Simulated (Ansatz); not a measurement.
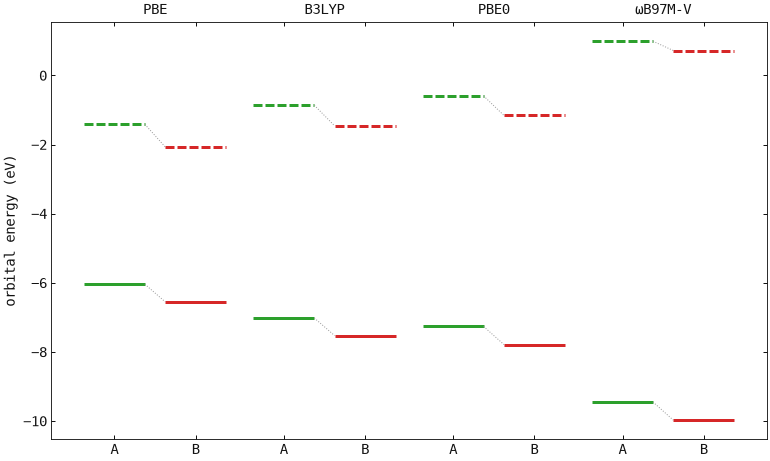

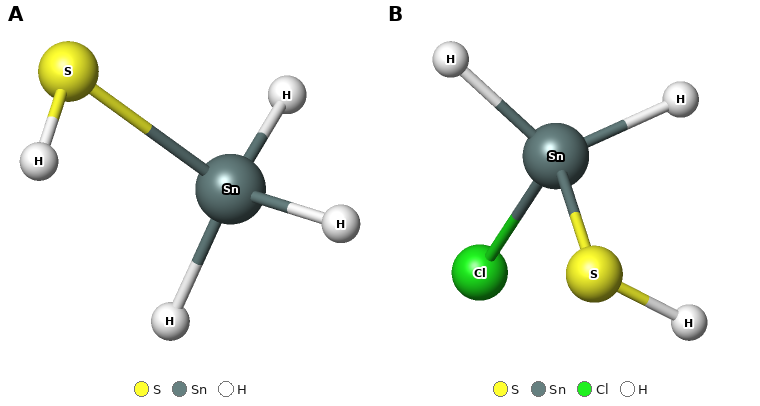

One change: A, SnH₄S (SMILES [SH][SnH3]), becomes B, SnH₃SCl (SMILES [SH][SnH2][Cl]). H on Sn is replaced by Cl. HOMO (solid) and LUMO (dashed) computed in def2-TZVPP at PBE0-D4/def2-TZVP geometries, both minima by their frequencies, gas phase, the Ansatz code 0.2.0. Empty levels above zero depend strongly on the basis.

Question: What does the change do to HOMO and LUMO?

Answer: PBE: the HOMO falls by 0.51 eV, the LUMO falls by 0.65 eV, and the separation goes from 4.63 to 4.48 eV. B3LYP: the HOMO falls by 0.51 eV, the LUMO falls by 0.60 eV, and the separation goes from 6.16 to 6.07 eV. PBE0: the HOMO falls by 0.52 eV, the LUMO falls by 0.56 eV, and the separation goes from 6.67 to 6.63 eV. ωB97M-V: the HOMO falls by 0.53 eV, the LUMO falls by 0.27 eV, and the separation goes from 10.44 to 10.70 eV.

Question: Do the functionals agree on the effect?

Answer: They agree on the direction for both levels; the HOMO shift lies between −0.53 and −0.51 eV and the LUMO shift between −0.65 and −0.27 eV, while the separations themselves differ by up to 6.2 eV between functionals.

Note: core potentials past krypton; spin-orbit coupling is left out, and with Sn it can shift these values.
